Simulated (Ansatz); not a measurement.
# singlet GeH2ClO−: levels of theory compared

Wanted: a comparison of 3 runs (CAM-B3LYP/def2-SVPD, r2SCAN/def2-SVPD, r2SCAN0/def2-SVPD) of singlet GeH2ClO−. 

The results are computed with Ansatz 0.2.0.

74 further runs of the same task are left out: 1 that didn't finish, 73 set aside as unsound or not needed.

## (1) The structure to begin with

GeH2ClO− has 5 atoms, charge -1, and is taken as a singlet. As SMILES of the parent species, `[O][GeH2][Cl]`. The coordinates come from a PBE0-D4/def2-TZVP relaxation. That shape belongs to the parent species and isn't relaxed for this state.

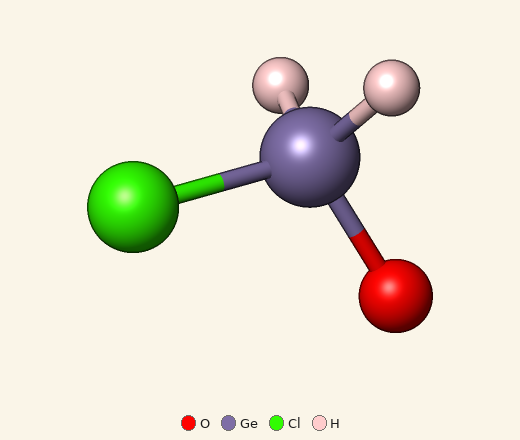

Viewed from a chosen angle; oxygen red, germanium purple, chlorine green, hydrogen pink.

## (2) A single-point energy at CAM-B3LYP/def2-SVPD (run 1)

Contents of input.yaml:

```yaml
crystal:
  periodic: [false, false, false]
  atoms:
    - {symbol: O, position_ang: [-0.272400, -0.591800, 1.625500]}
    - {symbol: Ge, position_ang: [0.123700, -0.081200, -0.034500]}
    - {symbol: Cl, position_ang: [-1.347100, 1.290100, -0.778900]}
    - {symbol: H, position_ang: [0.081000, -1.343800, -0.899000]}
    - {symbol: H, position_ang: [1.464600, 0.653000, 0.045400]}
basis:
  gaussian:
    orbitals: def2-SVPD
total_charge: -1
hamiltonian:
  xc: {name: CAM-B3LYP}
accuracy: high
output: {orbitals: {seedname: orbitals}}
```

The run is started by

```
ansatz run input.yaml --threads 1 --pin off --max-ram 3480MiB --events-out events.jsonl --progress --plain --runs-dir runs
```

Standard output:

```text
Warning: RAYON_NUM_THREADS=1 ignored (pool sized by the plan → 1); use --threads N
Functional definition: CAM-B3LYP
  name "CAM-B3LYP"
  parameter alpha = 0.19
  parameter beta = 0.46
  parameter omega = 0.33/bohr
  parameter ac = 0.81
  exchange = (1 - alpha - beta)*b88_x + beta*b88_x_sr(omega) + alpha*exact_x + beta*exact_x_lr(omega)
  correlation = (1 - ac)*vwn5_c + ac*lyp_c
1996 factors; integrals over basis functions are off by at most 4.1e-9 eV
498 factors; integrals over basis functions are off by at most 2.0e-9 eV
mean field evaluation 1: about -71109.2166 eV, gradient 4.5e1 eV
mean field evaluation 2: about -71088.8169 eV, gradient 1.1e2 eV
mean field evaluation 4: about -71113.1959 eV, gradient 4.4e0 eV
mean field evaluation 8: about -71113.2731 eV, gradient 1.9e-1 eV
mean field evaluation 16: about -71113.2732 eV, gradient 9.8e-5 eV
mean field -71113.27322979 eV, -2613.3645888868 hartree, gradient 7.7e-8 eV, S^2 0.000000; 0 other end points of the search recorded, 0 dependent functions left out
reference -71113.27324614 eV, -2613.3645894876 hartree; 30, 30 occupied and 74, 74 virtual orbitals, 1996 factors
Total energy: -71113.27324614 eV, -2613.3645894876 hartree
```

Run time: 14 s. Hardware: 1 thread of Intel Xeon Platinum 8259CL at 2.50GHz (Skylake/Cascade Lake), shared host; peak memory 0.44 GiB.

## (3) The energy at r2SCAN/def2-SVPD (run 2)

input.yaml: that of step 2 with these lines changed.

```diff
@@ -9,7 +9,5 @@
 basis:
-  gaussian:
-    orbitals: def2-SVPD
+  gaussian: {orbitals: def2-SVPD}
 total_charge: -1
-hamiltonian:
-  xc: {name: CAM-B3LYP}
+hamiltonian: {xc: r2scan}
 accuracy: high
```

The run is started by

```
ansatz run input.yaml --threads 1 --pin off --max-ram 3480MiB --events-out events.jsonl --progress --plain --runs-dir runs
```

Standard output:

```text
Warning: RAYON_NUM_THREADS=1 ignored (pool sized by the plan → 1); use --threads N
Functional definition: r2SCAN
  name "r2SCAN"
  parameter k0 = 0.174
  parameter k1 = 0.065
  parameter a1 = 4.9479
  exchange = r2scan_x(k0 = k0, k1 = k1, a1 = a1)
  correlation = r2scan_c
1996 factors; integrals over basis functions are off by at most 4.1e-9 eV
mean field evaluation 1: about -71104.3813 eV, gradient 4.5e1 eV
mean field evaluation 2: about -70964.3706 eV, gradient 1.8e2 eV
mean field evaluation 4: about -71108.2253 eV, gradient 1.1e1 eV
mean field evaluation 8: about -71108.3881 eV, gradient 4.7e-1 eV
mean field evaluation 16: about -71108.3885 eV, gradient 5.6e-5 eV
mean field -71108.38853692 eV, -2613.1850797349 hartree, gradient 4.2e-8 eV, S^2 0.000000; 0 other end points of the search recorded, 0 dependent functions left out
reference -71108.38853770 eV, -2613.1850797637 hartree; 30, 30 occupied and 74, 74 virtual orbitals, 1996 factors
Total energy: -71108.38853770 eV, -2613.1850797637 hartree
```

Run time: 19 s. Hardware: 1 thread of Intel Xeon Platinum 8259CL at 2.50GHz (Skylake/Cascade Lake), shared host; peak memory 0.32 GiB.

## (4) A single-point energy at r2SCAN0/def2-SVPD (run 3)

Contents of in.yaml:

```yaml
crystal:
  periodic: [false, false, false]
  atoms:
    - {symbol: O, position_ang: [-0.272400, -0.591800, 1.625500]}
    - {symbol: Ge, position_ang: [0.123700, -0.081200, -0.034500]}
    - {symbol: Cl, position_ang: [-1.347100, 1.290100, -0.778900]}
    - {symbol: H, position_ang: [0.081000, -1.343800, -0.899000]}
    - {symbol: H, position_ang: [1.464600, 0.653000, 0.045400]}
basis:
  gaussian:
    orbitals: def2-SVPD
total_charge: -1
accuracy: high
output: {orbitals: {seedname: orbitals}}
hamiltonian:
  xc: {name: r2SCAN0}
```

The run is started by

```
ansatz run in.yaml --threads 1 --pin off --max-ram 3480MiB --events-out events.jsonl --progress --plain --runs-dir runs
```

Standard output:

```text
Warning: RAYON_NUM_THREADS=1 ignored (pool sized by the plan → 1); use --threads N
Functional definition: r2SCAN0
  name "r2SCAN0"
  parameter a = 0.25
  parameter k0 = 0.174
  parameter k1 = 0.065
  parameter a1 = 4.9479
  exchange = (1 - a)*r2scan_x(k0 = k0, k1 = k1, a1 = a1) + a*exact_x
  correlation = r2scan_c
1996 factors; integrals over basis functions are off by at most 4.1e-9 eV
mean field evaluation 1: about -71103.8203 eV, gradient 4.0e1 eV
mean field evaluation 2: about -71066.4401 eV, gradient 1.3e2 eV
mean field evaluation 4: about -71107.1509 eV, gradient 6.3e0 eV
mean field evaluation 8: about -71107.2759 eV, gradient 2.5e-1 eV
mean field evaluation 16: about -71107.2761 eV, gradient 5.0e-5 eV
mean field -71107.27605999 eV, -2613.1441969617 hartree, gradient 4.1e-8 eV, S^2 0.000000; 0 other end points of the search recorded, 0 dependent functions left out
reference -71107.27606062 eV, -2613.1441969851 hartree; 30, 30 occupied and 74, 74 virtual orbitals, 1996 factors
Total energy: -71107.27606062 eV, -2613.1441969851 hartree
```

It took 26 s on 1 thread of Intel Xeon Platinum 8259CL at 2.50GHz (Skylake/Cascade Lake), shared host; peak memory 0.42 GiB.

## (5) Overview of the runs

| run | level | energy (Eh) | HOMO energy (eV) | LUMO energy (eV) | HOMO–LUMO gap (eV) | wall time |
| --- | --- | --- | --- | --- | --- | --- |
| 1 | CAM-B3LYP/def2-SVPD | -2613.364589 | -2.39 | 4.90 | 7.29 | 14 s |
| 2 | r2SCAN/def2-SVPD | -2613.185080 | 0.21 | 4.06 | 3.85 | 19 s |
| 3 | r2SCAN0/def2-SVPD | -2613.144197 | -1.15 | 4.66 | 5.80 | 26 s |

## (6) Results

| quantity | value |
| --- | --- |
| run 3: total energy | -2613.14420 Eh |
| run 3: HOMO energy | -1.15 eV |
| run 3: LUMO energy | 4.66 eV |
| run 3: HOMO–LUMO gap (to an unbound level, set by the basis) | 5.80 eV |

What this shows: The HOMO–LUMO gap runs from 3.85 eV (r2SCAN/def2-SVPD) to 7.29 eV (CAM-B3LYP/def2-SVPD). The empty levels of an anion lie above zero and hang on the basis. Totals of different functionals can't be ranked against each other. In run 2 the HOMO lies above zero, so the outermost electron may be held by the basis alone. All runs together took 59 s, the longest 26 s.
